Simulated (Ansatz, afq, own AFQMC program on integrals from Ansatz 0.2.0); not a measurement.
**WC (triplet): quantum Monte Carlo beside coupled cluster at distance W1–C2 = 1.901 Å, def2-SVP**

How near does AFQMC come to the top of the ladder for WC (triplet)?

Method: def2-SVP, frozen cores; program: Ansatz 0.2.0, Gaussian basis, and an in-house AFQMC program (afq) on its integrals; all values are calculated.

Plan: PBE (unrestricted); r2SCAN (unrestricted); PBE0 (unrestricted); B3LYP (unrestricted); wB97M-V (unrestricted); B2PLYP (unrestricted); CCSD(T) on UHF; CCSDT(Q) on UHF; Phaseless AFQMC, single-determinant trial on UHF; Free-projection AFQMC, CISD trial on UHF.

7 further runs of the same task are left out: 1 for a known fault of the program, 6 that didn't finish. Runs told in other sessions of the task aren't counted.

**1. What is computed**

The geometry derives from a PBE0/def2-TZVP stationary point (not a proven minimum). One bond is set to the value named and the two fragments are kept rigid. No spin-orbit coupling is included. Elements past krypton take def2 core potentials.

2 atoms, charge 0, spin multiplicity 3.

Atoms are counted from 1 here; the program's logs count them from 0.

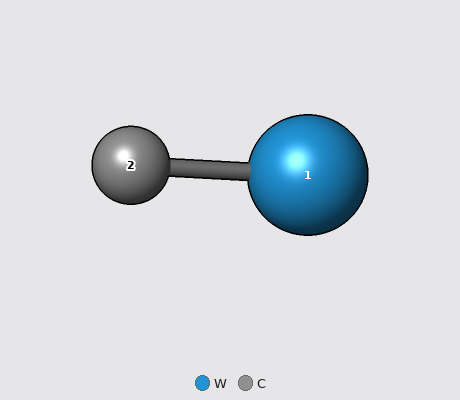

The geometry (tungsten blue, carbon grey); atoms are numbered from 1 in the order of the file.

**2. PBE (unrestricted)**

Input file in.yaml:

```yaml
crystal:
  periodic: [false, false, false]
  atoms:
    - {symbol: W, position_ang: [0.000000, 0.000000, 0.000000]}
    - {symbol: C, position_ang: [0.000000, 0.000000, 1.901000]}
basis:
  gaussian: {orbitals: def2-SVP}
magnetization: {spin_polarized: true, initial_magnetization: 2}
hamiltonian: {xc: {name: PBE}}
output: {orbitals: {seedname: orbitals}}
```

Run with:

```console
> ansatz run in.yaml --threads 1 --pin off --events-out ev --progress --plain --max-ram 1382MiB
```

Standard output:

```text
Functional definition: PBE
  name "PBE"
  cite "Perdew, Burke & Ernzerhof, Phys. Rev. Lett. 77, 3865 (1996) doi:10.1103/PhysRevLett.77.3865"
  parent pbe
  parameter kappa = 0.804
  parameter beta = 0.06672455060314922
  exchange = pbe_x(kappa = kappa, mu = beta*pi^2/3)
  correlation = pbe_c(beta = beta)
465 factors; their error is unknown
mean field evaluation 1: about -2835.0411 eV, gradient 6.3e1 eV
mean field evaluation 2: about -2672.3241 eV, gradient 1.2e2 eV
mean field evaluation 4: about -2845.6155 eV, gradient 4.3e1 eV
mean field evaluation 8: about -2845.6158 eV, gradient 4.3e1 eV
mean field evaluation 16: about -2854.5459 eV, gradient 2.3e-5 eV
mean field evaluation 32: about -2854.5639 eV, gradient 1.3e-5 eV
mean field evaluation 64: about -2853.6725 eV, gradient 1.3e1 eV
mean field evaluation 96: about -2853.9618 eV, gradient 4.2e-2 eV
mean field evaluation 128: about -2853.8285 eV, gradient 1.1e1 eV
mean field evaluation 160: about -2853.9961 eV, gradient 8.7e-1 eV
mean field evaluation 192: about -2848.6107 eV, gradient 2.3e1 eV
mean field evaluation 224: about -2851.3440 eV, gradient 1.8e0 eV
mean field evaluation 256: about -2854.5459 eV, gradient 5.5e-6 eV
mean field -2854.56389618 eV, -104.9032882917 hartree, gradient 8.1e-6 eV, S^2 2.372591; 15 other end points of the search recorded, 0 dependent functions left out
reference -2854.56393037 eV, -104.9032895481 hartree; 11, 9 occupied and 35, 37 virtual orbitals, 465 factors
Total energy: -2854.56393037 eV, -104.9032895481 hartree
```

Run time: 9 s. Hardware: 1 thread of AMD EPYC 9R45 (Zen 5), shared host.

From the report: ⟨S²⟩ of the determinant 2.373 (pure triplet: 2.00).

**3. r2SCAN (unrestricted)**

Changes to in.yaml since step 2:

```diff
@@ -8,3 +8,2 @@
 magnetization: {spin_polarized: true, initial_magnetization: 2}
-hamiltonian: {xc: {name: PBE}}
-output: {orbitals: {seedname: orbitals}}
+hamiltonian: {xc: {name: r2SCAN}}
```

Same command.

Standard output, cut to the lines that bear on the results:

```text
Functional definition: r2SCAN
  name "r2SCAN"
  cite "Furness, Kaplan, Ning, Perdew & Sun, J. Phys. Chem. Lett. 11, 8208 (2020) doi:10.1021/acs.jpclett.0c02405"
  cite "Furness, Kaplan, Ning, Perdew & Sun, J. Phys. Chem. Lett. 11, 9248 (2020) doi:10.1021/acs.jpclett.0c03077"
  parent r2scan
[...]
465 factors; their error is unknown
[...]
mean field -2855.12056344 eV, -104.9237454362 hartree, gradient 1.2e-5 eV, S^2 3.564365; 24 other end points of the search recorded, 0 dependent functions left out
reference -2855.12058609 eV, -104.9237462687 hartree; 11, 9 occupied and 35, 37 virtual orbitals, 465 factors
Total energy: -2855.12058609 eV, -104.9237462687 hartree
```

It took 18 s on 1 thread of AMD EPYC 9R45 (Zen 5), shared host.

From the report: ⟨S²⟩ of the determinant 3.564 (pure triplet: 2.00). The determinant of r2SCAN (⟨S²⟩ 3.56) is far from a pure spin state, so its energy mixes those of several spin states; that is harmless only where they are near-degenerate.

**4. PBE0 (unrestricted)**

Changes to in.yaml since step 3:

```diff
@@ -8,2 +8,3 @@
 magnetization: {spin_polarized: true, initial_magnetization: 2}
-hamiltonian: {xc: {name: r2SCAN}}
+hamiltonian: {xc: {name: PBE0}}
+output: {orbitals: {seedname: orbitals}}
```

Launched as before.

Standard output, cut to the lines that bear on the results:

```text
Functional definition: PBE0
  name "PBE0"
  cite "Adamo & Barone, J. Chem. Phys. 110, 6158 (1999) doi:10.1063/1.478522"
  cite "Perdew, Burke & Ernzerhof, Phys. Rev. Lett. 77, 3865 (1996) doi:10.1103/PhysRevLett.77.3865"
  parent pbe
[...]
463 factors; integrals over basis functions are off by at most 1.1e-3 eV
[...]
mean field -2852.94327859 eV, -104.8437316939 hartree, gradient 2.0e-6 eV, S^2 3.547466; 4 other end points of the search recorded, 0 dependent functions left out
reference -2852.94330381 eV, -104.8437326206 hartree; 11, 9 occupied and 35, 37 virtual orbitals, 463 factors
Total energy: -2852.94330381 eV, -104.8437326206 hartree
```

Wall time 2.8 s (1 thread of AMD EPYC 9R45 (Zen 5), shared host).

From the report: ⟨S²⟩ of the determinant 3.547 (pure triplet: 2.00). The determinant of PBE0 (⟨S²⟩ 3.55) is far from a pure spin state, so its energy mixes those of several spin states; that is harmless only where they are near-degenerate.

**5. B3LYP (unrestricted)**

Changes to in.yaml since step 4:

```diff
@@ -8,3 +8,2 @@
 magnetization: {spin_polarized: true, initial_magnetization: 2}
-hamiltonian: {xc: {name: PBE0}}
-output: {orbitals: {seedname: orbitals}}
+hamiltonian: {xc: {name: B3LYP}}
```

The command is unchanged.

Standard output, cut to the lines that bear on the results:

```text
Functional definition: B3LYP
  name "B3LYP"
  cite "Stephens, Devlin, Chabalowski & Frisch, J. Phys. Chem. 98, 11623 (1994) doi:10.1021/j100096a001"
  cite "Becke, Phys. Rev. A 38, 3098 (1988) doi:10.1103/PhysRevA.38.3098"
  cite "Lee, Yang & Parr, Phys. Rev. B 37, 785 (1988) doi:10.1103/PhysRevB.37.785"
  cite "Vosko, Wilk & Nusair, Can. J. Phys. 58, 1200 (1980) doi:10.1139/p80-159"
[...]
463 factors; integrals over basis functions are off by at most 1.1e-3 eV
[...]
mean field -2855.22459531 eV, -104.9275685369 hartree, gradient 6.2e-6 eV, S^2 2.111794; 5 other end points of the search recorded, 0 dependent functions left out
reference -2855.22477561 eV, -104.9275751627 hartree; 11, 9 occupied and 35, 37 virtual orbitals, 463 factors
Total energy: -2855.22477561 eV, -104.9275751627 hartree
```

Run time: 2.4 s. Hardware: 1 thread of AMD EPYC 9R45 (Zen 5), shared host.

From the report: ⟨S²⟩ of the determinant 2.112 (pure triplet: 2.00).

**6. wB97M-V (unrestricted)**

Changes to in.yaml since step 5:

```diff
@@ -8,2 +8,3 @@
 magnetization: {spin_polarized: true, initial_magnetization: 2}
-hamiltonian: {xc: {name: B3LYP}}
+hamiltonian: {xc: {name: wB97M-V}}
+output: {orbitals: {seedname: orbitals}}
```

The command is unchanged.

Standard output, cut to the lines that bear on the results:

```text
Functional definition: wB97M-V
  name "wB97M-V"
  cite "Mardirossian & Head-Gordon, J. Chem. Phys. 144, 214110 (2016) doi:10.1063/1.4952647"
  cite "Becke, J. Chem. Phys. 107, 8554 (1997) doi:10.1063/1.475007"
  cite "Vydrov & Van Voorhis, J. Chem. Phys. 133, 244103 (2010) doi:10.1063/1.3521275"
  # Of w^i u^j: cxij and so on, Table III.
[...]
  gx(w, u) = 1 - cx + cx01*u + cx10*w
  gss(w, u) = css00 + css04*u^4 + css10*w + css20*w^2 + css43*w^4*u^3
  gos(w, u) = cos00 + cos10*w + (cos20 + cos21*u)*w^2 + (cos60 + cos61*u)*w^6
[...]
      + integral(e_c_pw_mod_opposite_spin*gos(b97_w_opposite, b97_u_opposite)) + vv10(b, c)
463 factors; integrals over basis functions are off by at most 1.1e-3 eV
105 factors; integrals over basis functions are off by at most 8.4e-4 eV
[...]
mean field -2851.19510789 eV, -104.7794876055 hartree, gradient 7.9e-7 eV, S^2 3.574952; 4 other end points of the search recorded, 0 dependent functions left out
reference -2851.19514454 eV, -104.7794889524 hartree; 11, 9 occupied and 35, 37 virtual orbitals, 463 factors
Total energy: -2851.19514454 eV, -104.7794889524 hartree
```

Run time: 11 s. Hardware: 1 thread of AMD EPYC 9R45 (Zen 5), shared host; peak memory 0.25 GiB.

From the report: ⟨S²⟩ of the determinant 3.575 (pure triplet: 2.00). The determinant of wB97M-V (⟨S²⟩ 3.57) is far from a pure spin state, so its energy mixes those of several spin states; that is harmless only where they are near-degenerate.

**7. B2PLYP (unrestricted)**

Changes to in.yaml since step 6:

```diff
@@ -8,3 +8,3 @@
 magnetization: {spin_polarized: true, initial_magnetization: 2}
-hamiltonian: {xc: {name: wB97M-V}}
-output: {orbitals: {seedname: orbitals}}
+hamiltonian: {xc: {name: B2PLYP}}
+correlation: {electrons: outside_noble_gas}
```

The command is unchanged.

Standard output, cut to the lines that bear on the results:

```text
Functional definition: B2PLYP
  name "B2PLYP"
  cite "Grimme, J. Chem. Phys. 124, 034108 (2006) doi:10.1063/1.2148954"
  cite "Becke, Phys. Rev. A 38, 3098 (1988) doi:10.1103/PhysRevA.38.3098"
  cite "Lee, Yang & Parr, Phys. Rev. B 37, 785 (1988) doi:10.1103/PhysRevB.37.785"
[...]
463 factors; integrals over basis functions are off by at most 1.1e-3 eV
[...]
mean field -2845.72125767 eV, -104.5783273204 hartree, gradient 4.6e-6 eV, S^2 3.886647; 13 other end points of the search recorded, 0 dependent functions left out
5 core orbitals not correlated: weight in the atoms' cores, before any rotation towards them, 0.997 or more for the frozen orbitals, at most 0.002 for the correlated occupied ones
reference -2845.72137123 eV, -104.5783314935 hartree; 6, 4 occupied and 35, 37 virtual orbitals, 463 factors
second order -6.89614896 eV of doubles, -0.00000000 eV of singles
Total energy: -2847.58333145 eV, -104.6467572694 hartree
```

Wall time 8.5 s (1 thread of AMD EPYC 9R45 (Zen 5), shared host).

From the report: ⟨S²⟩ of the determinant 3.887 (pure triplet: 2.00). The determinant of B2PLYP (⟨S²⟩ 3.89) is far from a pure spin state, so its energy mixes those of several spin states; that is harmless only where they are near-degenerate.

**8. CCSD(T) on UHF**

Changes to in.yaml since step 7:

```diff
@@ -8,3 +8,2 @@
 magnetization: {spin_polarized: true, initial_magnetization: 2}
-hamiltonian: {xc: {name: B2PLYP}}
-correlation: {electrons: outside_noble_gas}
+correlation: {method: ccsd_t, electrons: outside_noble_gas, hamiltonian_folder: ham}
```

Same command.

Standard output, cut to the lines that bear on the results:

```text
Functional definition: HF
  name "HF"
  cite "Fock, Z. Phys. 61, 126 (1930) doi:10.1007/BF01340294"
  parent pbe
[...]
463 factors; integrals over basis functions are off by at most 1.1e-3 eV
[...]
mean field -2831.80189478 eV, -104.0668001690 hartree, gradient 2.7e-6 eV, S^2 4.424994; 29 other end points of the search recorded, 0 dependent functions left out
determinant -2831.80189478 eV, -104.0668001690 hartree, with singles and doubles -2836.98714581 eV, -104.2573546294 hartree
determinant -2830.79438442 eV, -104.0297748459 hartree, with singles and doubles -2836.91768485 eV, -104.2548019865 hartree
determinant -2830.70504289 eV, -104.0264916053 hartree, with singles and doubles -2836.34376057 eV, -104.2337106581 hartree
determinant -2829.95548178 eV, -103.9989457428 hartree, with singles and doubles -2835.68285331 eV, -104.2094227643 hartree
[...]
determinant -2828.40255688 eV, -103.9418768052 hartree, with singles and doubles -2833.41675440 eV, -104.1261451652 hartree
determinant -2831.80189478 eV, -104.0668001690 hartree, with singles and doubles -2837.04161058 eV, -104.2593561729 hartree
determinant -2830.79438442 eV, -104.0297748459 hartree, with singles and doubles -2836.97511901 eV, -104.2569126530 hartree
determinant -2828.62311368 eV, -103.9499821183 hartree, with singles and doubles -2836.85344952 eV, -104.2524413814 hartree
5 core orbitals not correlated: weight in the atoms' cores, before any rotation towards them, 0.994 or more for the frozen orbitals, at most 0.003 for the correlated occupied ones
reference -2831.80189478 eV, -104.0668001690 hartree; 6, 4 occupied and 35, 37 virtual orbitals, 463 factors
second order -4.07957826 eV of doubles, -0.00000000 eV of singles
cycle   1  -5.23971225 eV  change    3.5e-6 eV  update   6.8e-6
cycle   2  -5.23971053 eV  change    1.7e-6 eV  update   5.8e-6
perturbative correction -0.30612635 eV, -0.0112499359 hartree
Total energy: -2837.34773167 eV, -104.2706059155 hartree
```

It took 6.5 s on 1 thread of AMD EPYC 9R45 (Zen 5), shared host.

From the report: ⟨S²⟩ of the determinant 4.425 (pure triplet: 2.00); correlation -5.5458 eV; T1 0.093; largest double amplitude 0.11. The determinant of CCSD(T) (⟨S²⟩ 4.42) is far from a pure spin state, so its energy mixes those of several spin states; high orders of coupled cluster remove much of that, low ones don't.

This run also writes the integrals to the folder ham.

**9. CCSDT(Q) on UHF**

Changes to in.yaml since step 8:

```diff
@@ -8,2 +8,2 @@
 magnetization: {spin_polarized: true, initial_magnetization: 2}
-correlation: {method: ccsd_t, electrons: outside_noble_gas, hamiltonian_folder: ham}
+correlation: {method: ccsdt_q, electrons: outside_noble_gas}
```

Launched as before.

Standard output, cut to the lines that bear on the results:

```text
Functional definition: HF
  name "HF"
  cite "Fock, Z. Phys. 61, 126 (1930) doi:10.1007/BF01340294"
  parent pbe
[...]
843 factors; integrals over basis functions are off by at most 1.7e-7 eV
[...]
mean field -2831.80192029 eV, -104.0668011063 hartree, gradient 2.2e-6 eV, S^2 4.424991; 30 other end points of the search recorded, 0 dependent functions left out
determinant -2831.80192029 eV, -104.0668011063 hartree, with singles and doubles -2836.98716704 eV, -104.2573554099 hartree
determinant -2830.79441779 eV, -104.0297760724 hartree, with singles and doubles -2836.91772363 eV, -104.2548034116 hartree
determinant -2830.70507583 eV, -104.0264928159 hartree, with singles and doubles -2836.34379468 eV, -104.2337119115 hartree
determinant -2829.95551044 eV, -103.9989467961 hartree, with singles and doubles -2835.68288502 eV, -104.2094239297 hartree
[...]
determinant -2831.80192029 eV, -104.0668011063 hartree, with singles and doubles -2837.04163260 eV, -104.2593569820 hartree
determinant -2830.79441779 eV, -104.0297760724 hartree, with singles and doubles -2836.97515857 eV, -104.2569141068 hartree
determinant -2828.62316348 eV, -103.9499839482 hartree, with singles and doubles -2836.85349115 eV, -104.2524429113 hartree
5 core orbitals not correlated: weight in the atoms' cores, before any rotation towards them, 0.994 or more for the frozen orbitals, at most 0.003 for the correlated occupied ones
reference -2831.80192029 eV, -104.0668011063 hartree; 6, 4 occupied and 35, 37 virtual orbitals, 843 factors
second order -4.07957315 eV of doubles, -0.00000000 eV of singles
cycle   1  -4.39405543 eV  change   -3.1e-1 eV  update   1.2e-1
[...]
cycle  47  -5.65031746 eV  change   -3.0e-7 eV  update   1.7e-7
perturbative correction -0.04488022 eV, -0.0016493177 hartree
Total energy: -2837.49711797 eV, -104.2760957607 hartree
```

Wall time 26 s (1 thread of AMD EPYC 9R45 (Zen 5), shared host); peak memory 0.38 GiB.

From the report: ⟨S²⟩ of the determinant 4.425 (pure triplet: 2.00); correlation -5.6952 eV; T1 0.109; largest double amplitude 0.14. The determinant of CCSDT(Q) (⟨S²⟩ 4.42) is far from a pure spin state, so its energy mixes those of several spin states; high orders of coupled cluster remove much of that, low ones don't.

**10. Phaseless AFQMC, single-determinant trial on UHF**

It reads the integrals that the CCSD(T) run on this determinant wrote.

Run with:

```console
> afq ham --method phaseless --trial hf --walkers 120 --populations 1 --least-time 40 --time-step 0.005 --steps-per-block 20 --equilibration-blocks 160 --max-blocks 600 --target-error 0.00114 --factor-cut 1e-05 --start spin_pure --seed 3902 --taylor-order 6
```

Standard output:

```text
orbitals 41  electrons 6 4  factors 336 of 463
reference energy -104.06680017 Eh
CCSD correlation -0.19255547 Eh in 24 cycles, weight of the determinant in the CISD state 0.7167
energy of the start -104.084633 Eh
 block  time / (1/Eh)  mean weight  energy / Eh
     1     0.100  1.0001  -104.124648
     2     0.200  1.0000  -104.163135
     3     0.300  1.0011  -104.173097
     4     0.400  0.9998  -104.198817
     5     0.500  0.9996  -104.213453
     6     0.600  1.0014  -104.227741
     7     0.700  1.0014  -104.230958
     8     0.800  1.0015  -104.244241
     9     0.900  0.9987  -104.242928
    10     1.000  1.0010  -104.262387
    20     2.000  1.0000  -104.311609
    39     3.900  0.9988  -104.250949
    58     5.800  1.0004  -104.290552
    77     7.700  0.9996  -104.282070
    96     9.600  1.0006  -104.289260
   115    11.500  1.0027  -104.332261
   134    13.400  1.0002  -104.324648
   153    15.300  0.9986  -104.272254
   172    17.200  1.0003  -104.275146
   191    19.100  1.0001  -104.292189
   210    21.000  1.0000  -104.295298
   229    22.900  1.0007  -104.263947
   248    24.800  1.0013  -104.312188
   267    26.700  1.0015  -104.257986
   286    28.600  0.9995  -104.268021
   305    30.500  1.0025  -104.272471
   324    32.400  1.0013  -104.255841
   343    34.300  1.0003  -104.262120
   362    36.200  0.9996  -104.302703
   381    38.100  0.9998  -104.304259
   400    40.000  1.0002  -104.255834
   419    41.900  0.9999  -104.263534
   438    43.800  0.9997  -104.290004
   457    45.700  0.9989  -104.287577
   476    47.600  1.0031  -104.270727
   495    49.500  1.0028  -104.292045
   514    51.400  1.0020  -104.299522
   533    53.300  1.0015  -104.283541
   552    55.200  1.0037  -104.259132
   571    57.100  0.9933  -104.280194
   590    59.000  1.0019  -104.273001
   609    60.900  0.9936  -104.281986
   628    62.800  1.0011  -104.272125
   647    64.700  1.0008  -104.300270
   666    66.600  1.0005  -104.310825
   685    68.500  1.0007  -104.282447
   704    70.400  0.9996  -104.279908
   723    72.300  1.0027  -104.260609
   742    74.200  1.0010  -104.293230
blocks merged  error / Eh  count
     1  0.000785  600
     2  0.001039  300
     4  0.001362  150
     8  0.001707  75
    16  0.002022  37
    32  0.002393  18
    64  0.002491  9
energy -104.274809 +/- 0.002393 Eh
```

It took 2.6 min on 1 thread of AMD EPYC 9R45 (Zen 5), shared host.

Energy -2837.4621 ± 0.0651 eV. Caveats: constraint bias not in the error; error above the target.

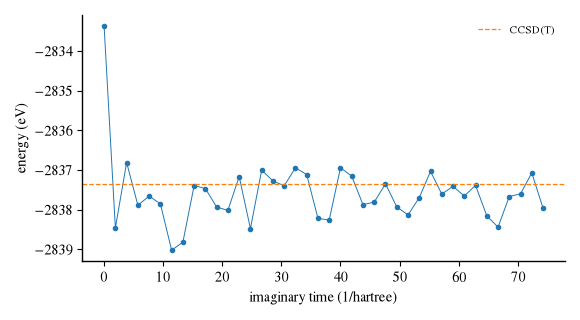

Block energies along the walk.

**11. Free-projection AFQMC, CISD trial on UHF**

It reads the integrals that the CCSD(T) run on this determinant wrote.

Run with:

```console
> afq ham --method free --trial cisd --walkers 60 --time-step 0.03 --max-blocks 80 --target-error 0.00038 --factor-cut 1e-05 --seed 6800 --times 0,0.21,0.42,0.81,1.2,1.8,2.4,3 --taylor-order 8
```

Standard output:

```text
orbitals 41  electrons 6 4  factors 336 of 463
reference energy -104.06680017 Eh
CCSD correlation -0.19255547 Eh in 24 cycles, weight of the determinant in the CISD state 0.7167
repeat  energy at the last time / Eh  error
    10  -104.274960  0.003543
    20  -104.274620  0.002283
    30  -104.273049  0.001888
    40  -104.272712  0.001521
    50  -104.272898  0.001324
    60  -104.273367  0.001173
    70  -104.273458  0.001079
    80  -104.274111  0.001023
time / (1/Eh)  energy / Eh  error  mean overlap
  0.00  -104.259094  0.000443  1.3942
  0.21  -104.264436  0.000541  1.3943
  0.42  -104.266810  0.000509  1.4024
  0.81  -104.269916  0.000601  1.4076
  1.20  -104.271618  0.000551  1.4299
  1.80  -104.273609  0.000786  1.4260
  2.40  -104.273356  0.000978  1.4339
  3.00  -104.274111  0.001023  1.4348
energy -104.274111 +/- 0.001023 Eh
```

Wall time 2.7 min (1 thread of AMD EPYC 9R45 (Zen 5), shared host).

Energy -2837.4431 ± 0.0278 eV. Caveats: remainder of the start not in the error; start is not spin pure; error above the target.

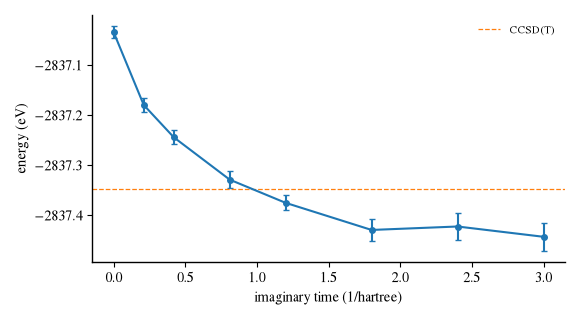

Energy against projection time, with error bars.

**12. All levels side by side**

On the UHF determinant, counted from CCSDT(Q) (a yardstick, not exact):

```
                                                             level  energy (eV)  from CCSDT(Q) (kcal/mol)  statistical error (kcal/mol)     time
                                                                HF   -2831.8019                   +131.33                                       
                                                               MP2   -2835.8815                    +37.26                                       
                                                              CCSD   -2837.0416                    +10.50                                       
                                                           CCSD(T)   -2837.3477                     +3.44                                       
                                                          CCSDT(Q)   -2837.4971                      0.00                                       
Phaseless AFQMC, single-determinant trial, step 0.005, 120 walkers   -2837.4621                     +0.81                          1.50  2.6 min
          Free-projection AFQMC, CISD trial, step 0.03, 60 walkers   -2837.4431                     +1.25                          0.64  2.7 min
```

The functionals' totals stand on their own zeros and serve differences with other points: PBE -2854.564 eV; r2SCAN -2855.121 eV; PBE0 -2852.943 eV; B3LYP -2855.225 eV; wB97M-V -2851.195 eV; B2PLYP -2847.583 eV.

**13. Results**

```
                                                      quantity                  value
                                  CCSD(T) on UHF from CCSDT(Q)         +3.44 kcal/mol
Phaseless AFQMC, single-determinant trial on UHF from CCSDT(Q)  +0.81 ± 1.50 kcal/mol
        Free-projection AFQMC, CISD trial on UHF from CCSDT(Q)  +1.25 ± 0.64 kcal/mol
```

**Reading.** Free projection has no constraint; at the last time it gives +1.25 ± 0.64 kcal/mol, and from a start that isn't spin pure other spins can mix in. Error bars are statistical and leave out the constraint, the time step and what remains of the start. W carries a core potential, and spin-orbit coupling is left out.
